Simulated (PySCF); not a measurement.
C₅H₁₂Si₃

```xyz
20

C     3.3188   -0.2190   -1.4755
C     2.5982    0.3911   -0.7301
Si    1.4428    1.2477    0.4369
Si    0.9864    0.1648    2.4478
C    -0.4925   -0.3786    1.3459
C    -0.3723    0.6124    0.1621
C    -0.7027   -0.0046   -1.1916
Si   -2.4762   -0.6817   -1.3160
H     3.9546   -0.7395   -2.1334
H     1.6387    2.6868    0.1952
H     0.5784    0.9835    3.5971
H     1.7757   -0.9516    2.9788
H    -0.3349   -1.3961    0.9840
H    -1.4818   -0.3637    1.8024
H    -1.0673    1.4426    0.3329
H     0.0165   -0.7999   -1.4055
H    -0.5552    0.7520   -1.9677
H    -2.6508   -1.8762   -0.4860
H    -3.4208    0.3484   -0.8711
H    -2.7608   -1.0340   -2.7094
```

Geometry: GFN2-xTB.

These are results of PBE0/pcSseg-1, SCF density, gas phase, non-relativistic in PySCF 2.14.0, not measurements.

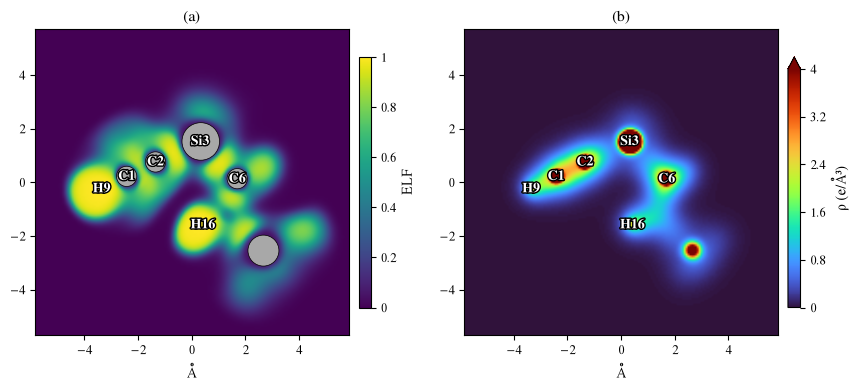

Figure 1. (a) electron localisation function; (b) total electron density on the plane of atoms C2, Si3 and C6. Grey discs cover the atomic cores in the ELF map.

**What does the map show?**

- The section cuts through C, Si and H sites.
- C–C (1.20 Å): the density is about 2.8 e/Å³ at the midpoint; the ELF peaks at about 0.85 between the atoms (a short, multiple covalent bond).
- C–Si (1.85 Å): ρ is about 0.91 e/Å³ halfway; the ELF peaks at about 0.95 between the atoms, as expected for a shared electron pair.
- C–H (1.05 Å): the density is about 2.1 e/Å³ at the midpoint; the ELF climbs to about 1 towards the hydrogen, as it does in any bond to H: a covalent bond by its length.
- C–Si (1.94 Å): ρ is about 0.88 e/Å³ halfway; the ELF peaks at about 0.95 between the atoms: a shared electron pair.

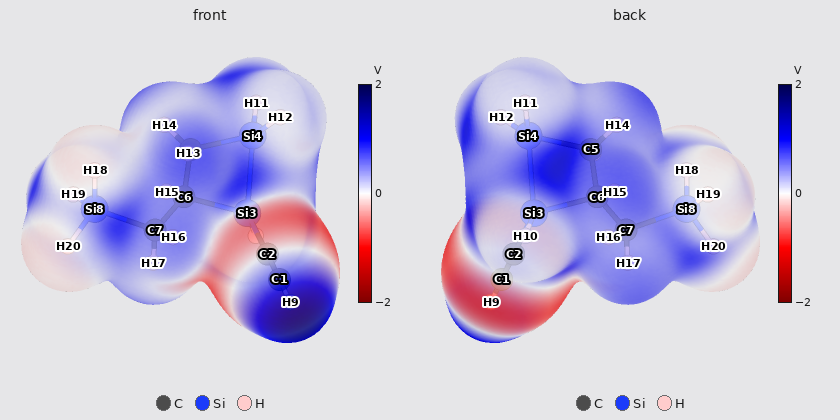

Figure 2. The molecular electrostatic potential painted on the density surface at 0.002 e/bohr³, seen from the front and from behind; red is negative and blue positive.

**Where is the surface potential most negative and most positive?**

The most negative region (about −0.8 V) lies over C1 and C2, the most positive (about +1.6 V) over H9.

**What dipole moment does the calculation give?**

Its dipole moment is 0.42 D.
